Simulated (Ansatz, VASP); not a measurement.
# CdS (Hawleyite): VASP beside Ansatz

Aim: how closely do two programs agree when they are given the same cell, functional and k mesh?

Main program and level: Ansatz 0.2.0; plane waves, with VASP 6.6.1 beside it; single point at PBE, dielectric response at PBE and single point at r2SCAN.

## 1. Set-up

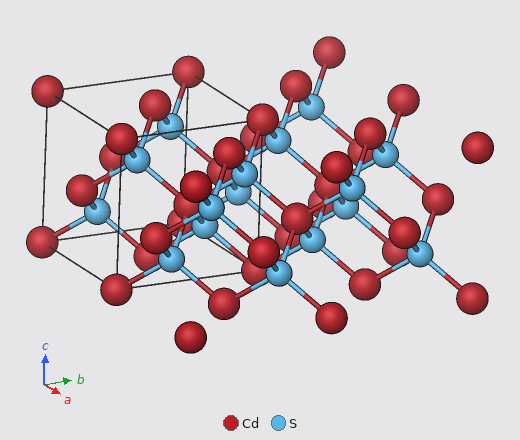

The starting structure, seen slightly off an axis (cadmium red, sulfur blue). 2×2×1 cells are drawn. This picture shows the conventional cell, with its axes. Bonds to atoms that aren't drawn are left out. Some periodic images of atoms are drawn too.

As a file:

```xyz
2
Lattice="0.0000 2.9165 2.9165 2.9165 0.0000 2.9165 2.9165 2.9165 0.0000" Properties=species:S:1:pos:R:3 pbc="T T T"
Cd    0.0000    0.0000    0.0000
S     4.3748    4.3748    4.3748
```

## 2. VASP: single point, PBE

A single point gives forces, pressure and levels at one fixed geometry, so differences don't come from the geometry; what else differs is listed under the comparison.

Lines of VASP's logs that name or quote its potential files are left out, and so is its time.

INCAR

```
SYSTEM = CdS
PREC = Accurate
ENCUT = 400
EDIFF = 1E-07
NELM = 100
ISMEAR = 0
SIGMA = 0.05
LREAL = .FALSE.
ALGO = Normal
GGA = PE
NBANDS = 32
LWAVE = .FALSE.
LCHARG = .FALSE.
KPAR = 4
LOPTICS = .TRUE.
NEDOS = 2000
CSHIFT = 0.1
```

POSCAR

```
CdS
1.0
    0.0000000000      2.9165000000      2.9165000000
    2.9165000000      0.0000000000      2.9165000000
    2.9165000000      2.9165000000      0.0000000000
Cd S
1 1
Direct
    0.0000000000      0.0000000000      0.0000000000
    0.7500000000      0.7500000000      0.7500000000
```

KPOINTS

```
Automatic mesh
0
Gamma
10 10 10
0 0 0
```

Potentials, in the order of the species: Cd and S (PBE family, release 64).

The run is started by

```sh
> mpirun -np 4 vasp_std
```

Numbers of over 12 decimals in the logs are rounded to 6 here.

Output:

```text
[banner, memory and clock lines left out]
running    4 mpi-ranks, on    1 nodes
 distrk:  each k-point on    1 cores,    4 groups
 distr:  one band on    1 cores,    1 groups

 POSCAR found type information on POSCAR CdS
 POSCAR found :  2 types and       2 ions
 LDA part: xc-table for (Slater+PW92), standard interpolation
 POSCAR, INCAR and KPOINTS ok, starting setup
 FFT: planning ... GRIDC
 FFT: planning ... GRID_SOFT
 FFT: planning ... GRID
 WAVECAR not read
 entering main loop
       N       E                     dE             d eps       ncg     rms          rms(c)
DAV:   1     0.118655910075E+03    0.11866E+03   -0.67754E+03  3168   0.417E+02
DAV:   2    -0.134862781052E+01   -0.12000E+03   -0.10664E+03  3576   0.147E+02
DAV:   3    -0.664364697588E+01   -0.52950E+01   -0.52572E+01  3728   0.334E+01
DAV:   4    -0.666396365557E+01   -0.20317E-01   -0.20315E-01  3352   0.214E+00
DAV:   5    -0.666406911234E+01   -0.10546E-03   -0.10546E-03  3704   0.139E-01    0.815E+00
DAV:   6    -0.614066532269E+01    0.52340E+00   -0.25151E-01  3760   0.575E+00    0.661E+00
DAV:   7    -0.611790468903E+01    0.22761E-01   -0.10991E-01  3640   0.131E+00    0.315E+00
DAV:   8    -0.611802424980E+01   -0.11956E-03   -0.12547E-02  3464   0.757E-01    0.292E-01
DAV:   9    -0.611812325212E+01   -0.99002E-04   -0.77292E-04  3664   0.261E-01    0.832E-02
DAV:  10    -0.611820645979E+01   -0.83208E-04   -0.11393E-04  3544   0.691E-02    0.663E-02
DAV:  11    -0.611828046578E+01   -0.74006E-04   -0.80941E-05  3472   0.343E-02    0.248E-02
DAV:  12    -0.611828051224E+01   -0.46463E-07   -0.11258E-06  3536   0.406E-03    0.109E-02
DAV:  13    -0.611828147559E+01   -0.96335E-06   -0.10645E-06  3480   0.373E-03    0.493E-03
DAV:  14    -0.611828143772E+01    0.37870E-07   -0.14593E-08  3080   0.531E-04
   1 F= -.61182814E+01 E0= -.61182814E+01  d E =-.294530E-11
 optical routines
 imaginary and real dielectric function
 recalculating local potential from charge density
 direction            1
 direction            2
 direction            3
```

From OUTCAR (step 2):

```text
ion  position               nearest neighbor table
   1  0.000  0.000  0.000-   2 2.53   2 2.53   2 2.53   2 2.53
   2  0.750  0.750  0.750-   1 2.53   1 2.53   1 2.53   1 2.53

  LATTYP: Found a face centered cubic cell.
 ALAT       =     5.8330000000

 Subroutine GETGRP returns: Found 24 space group operations
 (whereof 24 operations were pure point group operations)

The static configuration has the point symmetry T_d .

 Found     47 irreducible k-points:

   k-points           NKPTS =     47   k-points in BZ     NKDIM =     47   number of bands    NBANDS=     32

   dimension x,y,z NGX =    28 NGY =   28 NGZ =   28
   dimension x,y,z NGXF=    56 NGYF=   56 NGZF=   56

   ENCUT  =  400.0 eV  29.40 Ry    5.42 a.u.   6.73  6.73  6.73*2*pi/ulx,y,z

   NELECT =      18.0000    total number of electrons

 k-points in reciprocal lattice and weights: Automatic mesh
   0.00000000  0.00000000  0.00000000       0.001
   0.10000000  0.00000000  0.00000000       0.008
   0.20000000  0.00000000  0.00000000       0.008
   0.30000000  0.00000000  0.00000000       0.008
   0.40000000  0.00000000  0.00000000       0.008
   0.50000000  0.00000000  0.00000000       0.004
   0.10000000  0.10000000  0.00000000       0.006
   0.20000000  0.10000000  0.00000000       0.024
   0.30000000  0.10000000  0.00000000       0.024
[...]
-0.30000000  0.40000000  0.20000000       0.024
  -0.30000000  0.50000000  0.20000000       0.012

 average (electrostatic) potential at core
       1 -39.2796       2 -89.1701

 E-fermi :   1.5227

 k-point     1 :       0.0000    0.0000    0.0000
  band No.  band energies     occupation
    ...
      5      -5.9309      2.00000
      6      -5.9309      2.00000
      7       1.3155      2.00000
      8       1.3155      2.00000
      9       1.3155      2.00000
     10       2.4628      0.00000
     11       7.8608      0.00000
     12       7.8608      0.00000
     13       7.8608      0.00000
     14      12.7533      0.00000
    ...

 k-point     2 :       0.1000    0.0000    0.0000
  band No.  band energies     occupation
    ...
      5      -5.9324      2.00000
      6      -5.9324      2.00000
      7       0.5709      2.00000
      8       1.2352      2.00000
      9       1.2352      2.00000
     10       3.0908      0.00000
     11       7.6717      0.00000
     12       7.9946      0.00000
     13       7.9946      0.00000
     14      12.3429      0.00000
    ...

 k-point     3 :       0.2000    0.0000    0.0000
  band No.  band energies     occupation
    ...
      5      -5.9311      2.00000
      6      -5.9311      2.00000
      7      -0.5917      2.00000
      8       1.0356      2.00000
      9       1.0356      2.00000
     10       3.8498      0.00000
     11       7.5157      0.00000
     12       8.2673      0.00000
     13       8.2673      0.00000
     14      11.9314      0.00000
    ...

  Total        0.8672038      0.8672038      0.8672038      0.0000000      0.0000000      0.0000000
  in kB       28.0037246     28.0037246     28.0037246      0.0000000      0.0000000      0.0000000
  external PRESSURE =      28.0037246 kB  Pullay stress =       0.0000000 kB

  energy-cutoff  :      400.00
  volume of cell :       49.62
      direct lattice vectors                 reciprocal lattice vectors
     0.000000000  2.916500000  2.916500000    -0.171438368  0.171438368  0.171438368
     2.916500000  0.000000000  2.916500000     0.171438368 -0.171438368  0.171438368
     2.916500000  2.916500000  0.000000000     0.171438368  0.171438368 -0.171438368

 POSITION                                       TOTAL-FORCE (eV/Angst)
 -----------------------------------------------------------------------------------
      0.00000      0.00000      0.00000        -0.000000     -0.000000      0.000000
      4.37475      4.37475      4.37475         0.000000      0.000000     -0.000000
 -----------------------------------------------------------------------------------
    total drift:                                0.000001      0.000001      0.000001

  FREE ENERGIE OF THE ION-ELECTRON SYSTEM (eV)
  ---------------------------------------------------
  free  energy   TOTEN  =        -6.1182814377 eV

  energy  without entropy=       -6.1182814377  energy(sigma->0) =       -6.11828144

 plasma frequency squared (from intraband transitions) (eV^2)
  --------------------------------------------------------------------------------------
       0.000       0.000      -0.000
       0.000       0.000       0.000
      -0.000       0.000       0.000

[... 3 further parts left out ...]
```

## 3. Ansatz: single point, PBE

Ansatz runs on its default PAW (the set named soft_2) files.

The same cell, functional, mesh and smearing now go to Ansatz, which takes its cutoff from its data sets.

input.yaml

```yaml
crystal:
  lattice:
    - [0.0, 2.9165, 2.9165]
    - [2.9165, 0.0, 2.9165]
    - [2.9165, 2.9165, 0.0]
  atoms:
    - { symbol: Cd, position: [0.0, 0.0, 0.0] }
    - { symbol: S, position: [0.75, 0.75, 0.75] }
hamiltonian:
  xc: pbe
  pseudopotentials: { kind: paw }
kpoints:
  mp_grid: { grid: [10, 10, 10] }
scf:
  occupations: { method: gaussian, width: 0.05 }
  n_extra_bands: 4
output:
  forces: true
  stress: true
  eigenvalues: true
```

The run is started by

```sh
> ansatz run input.yaml --threads 2 --pin off --max-ram 4608MiB --backend cpu --events-out ev --progress --plain --runs-dir out
```

Output:

```text
scf.n_extra_bands = 4 over 13 filled bands (N_el = 26.0): the run solves 17 bands
Engine: ansatz 0.2.0, aarch64-unknown-linux-gnu
Pseudopotentials: kind: paw
Pseudopotential: Cd, paw, valence charge 20, recommended cutoff 420 eV (normal), Cd.paw.azcp
Pseudopotential: S, paw, valence charge 6, recommended cutoff 420 eV (normal), S.paw.azcp
Functional definition: PBE
  parameter kappa = 0.804
  parameter beta = 0.066725
  exchange = pbe_x(kappa = kappa, mu = beta*pi^2/3)
  correlation = pbe_c(beta = beta)
Crystal: 2 atoms, lattice volume = 49.615 Å³
Basis set: ecut = 420 eV, 941 PW (Γ), exchange–correlation on 60×60×60 points (8 copies of the dense FFT grid, shifted against one another)
Bands: 17, of which v1, the nominal top of the filled ones, is band 13 counted from 1 (12 counted from 0)
Symmetry: 24 space group operations
Space group: F-43m (ITA 216), of the structure as read, at distance tolerance 3.7e-5 Å
k-points: 47 of 1000 (time reversal used)
Non-local potential: Cd, projectors of the file, l = 0: 3, l = 1: 2, l = 2: 2, l = 3: 1
Non-local potential: S, projectors of the file, l = 0: 2, l = 1: 2, l = 2: 2
PAW form: soft (Blöchl's): semilocal exchange-correlation on the pseudo side does not see the compensation charge
PAW one-centre angular grid: Cd, 590 points (default); XC on 64 Gauss nodes
PAW one-centre angular grid: S, 110 points (default); XC on 64 Gauss nodes
Initial density: superposition of atomic densities (neutral atoms: chi_scale 0, normalization atom), corrected by the library's trained network
Initial wavefunctions: pseudopotential atomic-orbital guess
Functional: x = pbe(κ = 0.804, μ = 0.219515), c = pbe(β = 0.066725)
SCF iter   1: F=—  HF=-9157.807406 eV  |F-HF|=—  |Δ(HF+E_count)|=         —  Δρ=5.94e-4  dr2=2.24e-4  ethr=1.77e-3  ⟨swp⟩=5.3  Hψ=3914  notcnv=0
preconditioner: auto → none  [insulator: Δε(μ)=1.140 eV  Ē_g=12.374 eV  σ=0.050 eV  W_gap=1.00  n_scr=14 (ndim 8)  ℏωp=22.4 eV  f_vac=0.128  D(μ)=0.00/eV (n_scr^D=0)  ε∞_Penn≈4.3]
SCF iter   2: F=—  HF=-9157.808023 eV  |F-HF|=—  |Δ(HF+E_count)|=   6.17e-4  Δρ=3.28e-4  dr2=3.13e-5  ethr=8.61e-7  ⟨swp⟩=2.4  Hψ=1818  notcnv=0
SCF iter   3: F=—  HF=-9157.808059 eV  |F-HF|=—  |Δ(HF+E_count)|=   3.64e-5  Δρ=1.16e-4  dr2=3.10e-6  ethr=1.20e-7  ⟨swp⟩=2.0  Hψ=1187  notcnv=0
SCF iter   4: F=—  HF=-9157.808079 eV  |F-HF|=—  |Δ(HF+E_count)|=   1.95e-5  Δρ=3.28e-5  dr2=2.48e-7  ethr=1.19e-8  ⟨swp⟩=2.0  Hψ=1222  notcnv=0
iter 5 did not close the SCF: its close was put off for the readings that it lacked (scf_convergence_deferred on its scf_iter line)
SCF iter   5: F=-9157.808081 eV  HF=-9157.808081 eV  |F-HF|=3.90e-8  |Δ(HF+E_count)|=   2.00e-6  Δρ=5.99e-6  dr2=2.50e-8  ethr=9.54e-10  ⟨swp⟩=2.0  Hψ=1222  notcnv=0
SCF iter   6: F=-9157.808081 eV  HF=-9157.808081 eV  |F-HF|=2.26e-9  |Δ(HF+E_count)|=   4.95e-8  Δρ=2.70e-6  dr2=2.56e-9  ethr=9.61e-11  ⟨swp⟩=2.0  Hψ=2820  notcnv=0
SCF 1 converged in 6 iterations: F = -9157.808081 eV  dr2 = 2.56e-9
  greatest PAW one-centre occupation: 1.000 electrons in one spin orbital (limit 2), on the Cd atom at site 0 (counted from 0), in its partial waves of l = 0
SCF converged after 6 iterations
Free energy (F): -9157.808081 eV
Harris-Foulkes:  -9157.808081 eV  (|F-HF|=2.26e-9)
Internal energy: -9157.808081 eV  (E = F + TS)
E sigma→0 (E₀):  -9157.808081 eV
Fermi energy:    7.483658 eV
--- Per-component energies (eV) ---
  E_band       = -506.652585
  E_kinetic    = 612.018250
  E_local      = -4012.142094  (includes V_loc(G=0)·N_el)
  E_nonlocal   = 62.143873
  E_hartree    = 1842.898799
  E_xc         = -273.989181
  E_vxc        = -309.242188  (∫ρ·V_xc dr)
  E_paw        = -4683.756445  (= ΣΔE_a)
  E_vpaw       = -545.226989  (= ΣTr[D̂ρ^β])
  E_aug_tail   = 0.000016  (compensation charges beyond the density's cutoff)
  E_ewald      = -2704.981299
  E_smearing   = -0.000000  (= −TS)
  E_closure    = -0.000000  (closes the sum)
  Σ components = -9157.808081   (vs F -9157.808081, Δ=0.00e0)
--- Forces (eV/Å), atoms counted from 1 ---
  atom   1  Cd    -0.00000000     0.00000000     0.00000000
  atom   2  S      0.00000000    -0.00000000     0.00000000
  max |Σ_I F_I| component: 1.30e-16 eV/Å
--- Stress (GPa, compression-positive) ---
        2.847994       0.000000      -0.000000
        0.000000       2.847994       0.000000
       -0.000000       0.000000       2.847994
  P = ⅓ Tr σ = 2.8480 GPa (28.480 kbar)
--- Band table (eV; the first three rows and the last of 47) ---
  k-point 0: bands = [... 9 lower, -0.3308, 6.9097, 6.9097, 6.9097, 8.0553, 13.4358, 13.4358, 13.4358]
  k-point 1: bands = [... 9 lower, -0.3316, 6.1684, 6.8297, 6.8297, 8.6805, 13.2455, 13.5684, 13.5684]
  k-point 2: bands = [... 9 lower, -0.3304, 5.0089, 6.6306, 6.6306, 9.4397, 13.0841, 13.8397, 13.8397]
  k-point 46: bands = [... 9 lower, 0.2826, 3.0087, 4.6819, 4.7544, 12.0147, 12.2031, 14.5455, 15.0770]
```

Elapsed: 1.8 s, on 2 threads of Arm Neoverse V2, shared host; peak memory 0.32 GiB.

Reading the cycles: dr2 is the Hartree energy of the density residual (eV), the measure of convergence; HF is the Harris–Foulkes estimate of the energy, which meets the free energy F at convergence.

The run ends at a pressure of 2.85 GPa.

## 4. Side by side

Known differences besides the PAW data sets themselves: the data sets hold 26 valence electrons in Ansatz (default PAW (the set named soft_2) files) and 18 in VASP; the cutoff is 420 eV in Ansatz and 400 eV in VASP; VASP leaves aspherical gradient terms in its spheres out (LASPH is not set), Ansatz keeps them. Total energies have different zeros and are not compared.

Both answers:

```tsv
quantity	Ansatz	VASP	difference
pressure (GPa)	2.85	2.80	+0.05
gap on the k mesh (eV)	1.146	1.147	-0.002
```

Ansatz's pressure holds a Pulay correction of 0.04 GPa; VASP's holds none.

## 5. What moves the difference

An all-electron run, which needs no data sets, serves as referee.

```tsv
run	difference in gap on the k mesh (eV)
as above	-0.0017
Ansatz's all-electron LAPW method	-0.0016
```

## 6. VASP: dielectric response, PBE

The response to a field tests empty states and converges slowly with the mesh.

INCAR

```
SYSTEM = CdS
PREC = Accurate
ENCUT = 400
EDIFF = 1E-08
NELM = 100
ISMEAR = 0
SIGMA = 0.01
LREAL = .FALSE.
ALGO = Normal
GGA = PE
NBANDS = 15
LWAVE = .FALSE.
LCHARG = .FALSE.
KPAR = 4
LEPSILON = .TRUE.
```

POSCAR is that of step 2.

KPOINTS is that of step 2.

The run is started by

```sh
> mpirun -np 4 vasp_std
```

Output:

```text
[... set-up lines as in an earlier step ...]
 entering main loop
       N       E                     dE             d eps       ncg     rms          rms(c)
DAV:   1     0.926250367477E+02    0.92625E+02   -0.79768E+03  1458   0.893E+02
DAV:   2    -0.317984059297E+01   -0.95805E+02   -0.91843E+02  1711   0.245E+02
DAV:   3    -0.664158848002E+01   -0.34617E+01   -0.34546E+01  1746   0.486E+01
DAV:   4    -0.666375160975E+01   -0.22163E-01   -0.22161E-01  1809   0.374E+00
[...]
DAV:  15    -0.611828148230E+01    0.15416E-07   -0.14443E-08  1616   0.909E-04    0.195E-03
DAV:  16    -0.611828144748E+01    0.34821E-07   -0.13980E-08  1476   0.856E-04    0.267E-04
DAV:  17    -0.611828144839E+01   -0.91131E-09   -0.20871E-09   880   0.405E-04
   1 F= -.61182814E+01 E0= -.61182814E+01  d E =-.102069E-33
 Linear response reoptimize wavefunctions to high precision
DAV:   1    -0.611828145239E+01   -0.39959E-08   -0.16778E-10  1020   0.123E-04
DAV:   2    -0.611828145239E+01   -0.63665E-11   -0.23308E-11   824   0.434E-05
 Linear response G [H, r] |phi>, progress :
  Direction:   1
[...]
RMM:  13    -0.776521846715E+00    0.30534E-06    0.27323E-07  4091   0.367E-05    0.118E-05
RMM:  14    -0.776521737359E+00    0.10936E-06    0.34162E-08  2397   0.353E-05    0.157E-06
 change of polarisation eV/A/(eV/A) component  2 :     0.257     1.441     0.104
 dielectric tensor                  component  2 :     0.936     6.257     0.381
 Linear response to external field, progress :
  Direction:   3
       N       E                     dE             d eps       ncg     rms          rms(c)
RMM:   1    -0.720299092624E+00   -0.72030E+00   -0.33421E+00 10452   0.316E+00
RMM:   2    -0.768279038039E+00   -0.47980E-01   -0.13241E-02  8427   0.604E-01    0.160E+00
RMM:   3    -0.735154447566E+00    0.33125E-01   -0.34549E-02  8288   0.899E-01    0.850E-01
RMM:   4    -0.754356902797E+00   -0.19202E-01   -0.23941E-02  8402   0.806E-01    0.229E-01
[...]
RMM:  12    -0.776519942936E+00    0.43934E-07    0.36495E-07  6998   0.134E-04    0.172E-05
RMM:  13    -0.776519636942E+00    0.30599E-06   -0.14734E-07  4108   0.367E-05    0.118E-05
RMM:  14    -0.776519525415E+00    0.11153E-06    0.21079E-08  2372   0.352E-05    0.156E-06
 change of polarisation eV/A/(eV/A) component  3 :     0.203     0.219     1.441
 dielectric tensor                  component  3 :     0.742     0.798     6.257
 Born effective charges drift removed
```

Parts of OUTCAR (step 6):

```text
  Total        0.8675206      0.8675206      0.8675206     -0.0000000     -0.0000000      0.0000000
  in kB       28.0139546     28.0139546     28.0139546     -0.0000000     -0.0000000      0.0000000
  external PRESSURE =      28.0139546 kB  Pullay stress =       0.0000000 kB

 POSITION                                       TOTAL-FORCE (eV/Angst)
 -----------------------------------------------------------------------------------
      0.00000      0.00000      0.00000        -0.000000     -0.000000     -0.000000
      4.37475      4.37475      4.37475         0.000000      0.000000      0.000000
 -----------------------------------------------------------------------------------
    total drift:                                0.000001      0.000001      0.000001

 MACROSCOPIC STATIC DIELECTRIC TENSOR (including local field effects in DFT)
 ------------------------------------------------------
           6.257293     0.000000     0.000000
           0.000000     6.257293     0.000000
           0.000000     0.000000     6.257293
 ------------------------------------------------------

[... 1 part as in an earlier step ...]

[... 1 further part left out ...]
```

## 7. Ansatz: dielectric response, PBE

The same cell, functional and mesh now go to Ansatz, which takes its cutoff from its data sets.

input.yaml, the sections that differ from step 3:

```yaml
scf:
  occupations: { method: fixed }
dielectric:
  method: response
# crystal, hamiltonian, kpoints: as in step 3
# output: removed
```

The run is started by

```sh
> ansatz run input.yaml --threads 2 --pin off --max-ram 4608MiB --backend cpu --events-out ev --progress --plain --runs-dir out
```

Output:

```text
[...]
Crystal: 2 atoms, lattice volume = 49.615 Å³
Basis set: ecut = 420 eV, 941 PW (Γ), exchange–correlation on 60×60×60 points (8 copies of the dense FFT grid, shifted against one another)
Bands: 17, of which v1, the nominal top of the filled ones, is band 13 counted from 1 (12 counted from 0)
Symmetry: 24 space group operations
k-points: 171 of 1000 (irreducible under 4 space group operations, time reversal used)
[...]
site 0:
         2.17453    0.00000    0.00000
        -0.00000    2.17453    0.00000
        -0.00000    0.00000    2.17453
    site 1:
        -2.17453   -0.00000   -0.00000
         0.00000   -2.17453   -0.00000
         0.00000   -0.00000   -2.17453
  Z* charge neutrality: 5.045e-4 e pre-enforcement
  solved inside a basis spanned on kpoints, on 10×10×10 k-points, its susceptibility summed on 14×14×14: ε∞ is read to err by 1.9e-2, Z* by 2.1e-2 e (field_mesh: kpoints solves on kpoints); Z* is corrected for what the basis lacks
[key lines of the parts left out:]
SCF converged after 7 iterations
Free energy (F): -9157.808081 eV
Fermi energy:    6.909673 eV
```

The job ended after 48 s (2 threads; peak memory 0.71 GiB; 93 s of CPU time).

## 8. Side by side

What differs besides the data sets and the points named for the pairs above, as far as they apply: VASP's response is taken on the typed mesh, Ansatz refines its own for the field response alone. Total energies have different zeros and are not compared.

Compared:

```tsv
quantity	Ansatz	VASP	difference
ε∞ xx	6.15	6.26	-1.72 %
ε∞ yy	6.15	6.26	-1.72 %
ε∞ zz	6.15	6.26	-1.72 %
Born charge of Cd1 (mean of the diagonal) (e)	2.17	2.19	-0.01
Born charge of S2 (mean of the diagonal) (e)	-2.17	-2.19	+0.01
```

[end of part 1 of 2]

[Lines on the potential files, build, host, timing and source positions are cut from VASP's logs without a mark.]

[Logs are printed without paths, hosts, clocks, repeated set-up lines and the standing remarks that a program may print on its own settings, such as how far it seeks lower states.]

[Hosts, paths, dates, database ids (printed as entryN), source tags and the programs' standing remarks are cut or masked in the printed files.]
